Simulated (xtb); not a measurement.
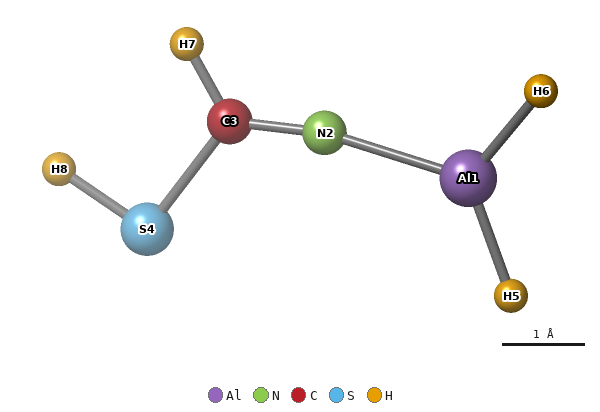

**Figure 1.** The input geometry (ball-and-stick view, seen at a tilt; atoms are numbered from 1 in the order of the input). Sticks mark near contacts. Bond lengths as drawn: Al–H 1.54 Å, Al–N 1.95 Å, C–H 1.09 Å, C–N 1.24 Å, C–S 1.78 Å and H–S 1.34 Å.

## Geometry relaxation, with input and output: CH4AlNS (part 1 of 3)

The run: geometry relaxation of CH4AlNS. Method and program: GFN-FF (xtb 6.7.1).

**The program's output**
```
* xtb version 6.7.1
   ID    Z sym.   atoms
    1   13 Al     1
    2    7 N      2
    3    6 C      3
    4   16 S      4
    5    1 H      5-8

           -------------------------------------------------
          |                Calculation Setup                |
           -------------------------------------------------

          program call               : xtb start.xyz --ohess --gfnff --norestart --cma --uhf 0 -P 1
          coordinate file            : start.xyz
          omp threads                :                     1

          ==================== Thresholds ====================
          CN  :   150.00000
          rep :   500.00000
          disp:  2500.00000
          HB1 :   250.00000
          HB2 :   450.00000

          Pauling EN used:
          Z : 1  EN :  2.20
          Z : 6  EN :  2.55
          Z : 7  EN :  3.04
          Z :13  EN :  1.61
          Z :16  EN :  2.58
          electric field strengths (au): 0.000

           -------------------------------------------------
          |           Force Field Initialization            |
           -------------------------------------------------

          distances ...
          ----------------------------------------
          generating topology and atomic info file ...
          pair mat ...
          computing topology distances matrix with Floyd-Warshall algo ...
          making topology EEQ charges ...
          #fragments for EEQ constrain: 1
          ----------------------------------------
          generating topology and atomic info file ...
          pair mat ...
          computing topology distances matrix with Floyd-Warshall algo ...
          making topology EEQ charges ...
          #fragments for EEQ constrain: 1
          rings ...
          # BATM   22
          # H in HB   4

  atom   neighbors  erfCN metchar sp-hybrid imet pi  qest     coordinates
    1  Al      3    2.76   0.06         2    1    0   0.154    3.415617   -1.254216   -0.018203
    2  N       2    1.95   0.00         1    0    1  -0.246    0.114107    0.379524   -0.072485
    3  C       3    2.78   0.00         2    0    1   0.048   -2.141949    1.034032   -0.051739
    4  S       2    1.96   0.00         3    0    1  -0.105   -4.735185   -1.101934   -0.000892
    5  H       1    0.96   0.01         0    0    0   0.013    3.778871   -4.146426   -0.114731
    6  H       1    0.97   0.01         0    0    0   0.013    5.743411    0.471838    0.148318
    7  H       1    0.97   0.00         0    0    0   0.051   -2.777285    2.992680   -0.065380
    8  H       1    0.98   0.00         0    0    0   0.072   -6.552205    0.649313    0.042059

          #atoms :   8
          #bonds :   7
          #angl  :   8
          #tors  :   7
          #nmol  :   1
          #optfrag :   1
           -------------------------------------------------
          |                   G F N - F F                   |
          |          A general generic force-field          |
          |                  Version 1.0.3                  |
           -------------------------------------------------
          Number of HB bonds (bound hydrogen)     66
          Number of HB bonds (unbound hydrogen)   6
          Number of XB bonds                      0

 E+G (total)                   0 d,  0 h,  0 min,  0.000 sec
 distance/D3 list               ...        0 min,  0.000 sec (  1.084%)
 non bonded repulsion           ...        0 min,  0.000 sec ( 15.043%)
 dCN                            ...        0 min,  0.000 sec (  2.724%)
 EEQ energy and q               ...        0 min,  0.000 sec ( 11.255%)
 D3                             ...        0 min,  0.000 sec ( 12.945%)
 EEQ gradient                   ...        0 min,  0.000 sec (  3.456%)
 bonds                          ...        0 min,  0.000 sec (  8.473%)
 bend and torsion               ...        0 min,  0.000 sec ( 13.598%)
 bonded ATM                     ...        0 min,  0.000 sec (  6.160%)
 HB/XB (incl list setup)        ...        0 min,  0.000 sec ( 15.843%)

         :::::::::::::::::::::::::::::::::::::::::::::::::::::
         ::                     SUMMARY                     ::
         :::::::::::::::::::::::::::::::::::::::::::::::::::::
         :: total energy              -0.996634660620 Eh    ::
         :: gradient norm              0.057547401507 Eh/a0 ::
         ::.................................................::
         :: bond energy               -1.013574263719 Eh    ::
         :: angle energy               0.003469060364 Eh    ::
         :: torsion energy             0.000151339503 Eh    ::
         :: repulsion energy           0.040368853320 Eh    ::
         :: electrostat energy        -0.023995628709 Eh    ::
         :: dispersion energy         -0.003224567799 Eh    ::
         :: HB energy                  0.000000000000 Eh    ::
         :: XB energy                  0.000000000000 Eh    ::
         :: bonded atm energy          0.000170546419 Eh    ::
         :: external energy            0.000000000000 Eh    ::
         :: add. restraining           0.000000000000 Eh    ::
         :: total charge               0.000000000000 e     ::
         :::::::::::::::::::::::::::::::::::::::::::::::::::::

      -----------------------------------------------------------
     |                   =====================                   |
     |                        A N C O P T                        |
     |                   =====================                   |
     |               Approximate Normal Coordinate               |
     |                Rational Function Optimizer                |
      -----------------------------------------------------------
      -----------------------------------------------------------
     |                   =====================                   |
     |                        A N C O P T                        |
     |                   =====================                   |
     |               Approximate Normal Coordinate               |
     |                Rational Function Optimizer                |
      -----------------------------------------------------------

          ...................................................
          :                      SETUP                      :
          :.................................................:
          :   optimization level            normal          :
          :   max. optcycles                   200          :
          :   ANC micro-cycles                  20          :
          :   degrees of freedom                18          :
          :.................................................:
          :   RF solver                   davidson          :
          :   write xtbopt.log                true          :
          :   linear?                        false          :
          :   energy convergence         0.5000000E-05 Eh   :
          :   grad. convergence          0.1000000E-02 Eh/α :
          :   maxmium RF displ.          1.0000000          :
          :   Hlow (freq-cutoff)         0.1000000E-01      :
          :   Hmax (freq-cutoff)         5.0000000          :
          :   S6 in model hess.         20.0000000          :
          ...................................................

generating ANC from exact Hessian ...
Using GFN-FF Lindh-Hessian
 Shifting diagonal of input Hessian by    9.8257326147377470E-003
 Lowest  eigenvalues of input Hessian
    0.000000    0.000000    0.000000    0.000000    0.000000    0.000000
    0.010000    0.010226    0.015868    0.019287    0.023454    0.034492
    0.052373    0.080533    0.129296    0.148520    0.288351    0.433217
 Highest eigenvalues
    0.506976    0.582183    0.761544    1.001297    1.829132    2.481116

........................................................................
.............................. CYCLE    1 ..............................
........................................................................
 * total energy  :    -0.9966347 Eh     change        0.0000000E+00 Eh
   gradient norm :     0.0575474 Eh/α   predicted     0.0000000E+00 (   0.00%)
   displ. norm   :     0.1739359 α      lambda       -0.6494964E-02
   maximum displ.:     0.0959798 α      in ANC's #6, #12, #10, ...

........................................................................
.............................. CYCLE    2 ..............................
........................................................................
 * total energy  :    -1.0010697 Eh     change       -0.4435059E-02 Eh
   gradient norm :     0.0394122 Eh/α   predicted    -0.3345726E-02 ( -24.56%)
   displ. norm   :     0.3429108 α      lambda       -0.9232085E-02
   maximum displ.:     0.1731212 α      in ANC's #12, #6, #9, ...

........................................................................
.............................. CYCLE    3 ..............................
........................................................................
 * total energy  :    -1.0016652 Eh     change       -0.5954778E-03 Eh
   gradient norm :     0.0461756 Eh/α   predicted    -0.5158845E-02 ( 766.34%)
   displ. norm   :     0.1457743 α      lambda       -0.4821138E-02
   maximum displ.:     0.0821789 α      in ANC's #9, #12, #3, ...

........................................................................
.............................. CYCLE    4 ..............................
........................................................................
 * total energy  :    -1.0040474 Eh     change       -0.2382187E-02 Eh
   gradient norm :     0.0108849 Eh/α   predicted    -0.2461793E-02 (   3.34%)
   displ. norm   :     0.0264916 α      lambda       -0.1708330E-03
   maximum displ.:     0.0108103 α      in ANC's #11, #5, #6, ...

........................................................................
.............................. CYCLE    5 ..............................
........................................................................
 * total energy  :    -1.0041882 Eh     change       -0.1407962E-03 Eh
   gradient norm :     0.0078029 Eh/α   predicted    -0.8547638E-04 ( -39.29%)
   displ. norm   :     0.0926337 α      lambda       -0.3936945E-03
   maximum displ.:     0.0456624 α      in ANC's #6, #11, #10, ...

........................................................................
.............................. CYCLE    6 ..............................
........................................................................
 * total energy  :    -1.0043664 Eh     change       -0.1782118E-03 Eh
   gradient norm :     0.0029784 Eh/α   predicted    -0.1985358E-03 (  11.40%)
   displ. norm   :     0.0355314 α      lambda       -0.4716028E-04
   maximum displ.:     0.0278111 α      in ANC's #5, #4, #3, ...

........................................................................
.............................. CYCLE    7 ..............................
........................................................................
 * total energy  :    -1.0043846 Eh     change       -0.1823673E-04 Eh
   gradient norm :     0.0013401 Eh/α   predicted    -0.2360909E-04 (  29.46%)
   displ. norm   :     0.0181364 α      lambda       -0.1073401E-04
   maximum displ.:     0.0122567 α      in ANC's #5, #8, #7, ...

........................................................................
.............................. CYCLE    8 ..............................
........................................................................
 * total energy  :    -1.0043950 Eh     change       -0.1033521E-04 Eh
   gradient norm :     0.0006456 Eh/α   predicted    -0.5368712E-05 ( -48.05%)
   displ. norm   :     0.0332343 α      lambda       -0.8677367E-05
   maximum displ.:     0.0214766 α      in ANC's #7, #6, #8, ...

........................................................................
.............................. CYCLE    9 ..............................
........................................................................
 * total energy  :    -1.0044049 Eh     change       -0.9914035E-05 Eh
   gradient norm :     0.0010314 Eh/α   predicted    -0.4339361E-05 ( -56.23%)
   displ. norm   :     0.0551233 α      lambda       -0.1054999E-04
   maximum displ.:     0.0379505 α      in ANC's #7, #6, #4, ...

........................................................................
.............................. CYCLE   10 ..............................
........................................................................
 * total energy  :    -1.0044150 Eh     change       -0.1014465E-04 Eh
   gradient norm :     0.0008612 Eh/α   predicted    -0.5280910E-05 ( -47.94%)
   displ. norm   :     0.0300146 α      lambda       -0.3943719E-05
   maximum displ.:     0.0219582 α      in ANC's #7, #6, #4, ...

........................................................................
.............................. CYCLE   11 ..............................
........................................................................
 * total energy  :    -1.0044193 Eh     change       -0.4228373E-05 Eh
   gradient norm :     0.0007606 Eh/α   predicted    -0.1973291E-05 ( -53.33%)
   displ. norm   :     0.0201154 α      lambda       -0.2602533E-05
   maximum displ.:     0.0147523 α      in ANC's #7, #6, #3, ...

   *** GEOMETRY OPTIMIZATION CONVERGED AFTER 11 ITERATIONS ***

------------------------------------------------------------------------
 total energy gain   :        -0.0077846 Eh       -4.8849 kcal/mol
 total RMSD          :         0.1897329 a0        0.1004 Å
 total power (kW/mol):        -1.8580400 (step)********** (real)
------------------------------------------------------------------------

 ANCopt (total)                0 d,  0 h,  0 min,  0.001 sec
 optimizer setup                ...        0 min,  0.000 sec (  3.533%)
 model hessian                  ...        0 min,  0.000 sec (  4.802%)
 ANC generation                 ...        0 min,  0.000 sec (  7.742%)
 coordinate transformation      ...        0 min,  0.000 sec (  2.354%)
 single point calculation       ...        0 min,  0.000 sec ( 28.591%)
 optimization log               ...        0 min,  0.000 sec ( 13.658%)
 hessian update                 ...        0 min,  0.000 sec (  1.943%)
 rational function              ...        0 min,  0.000 sec ( 20.205%)

================
 final structure:
================
```
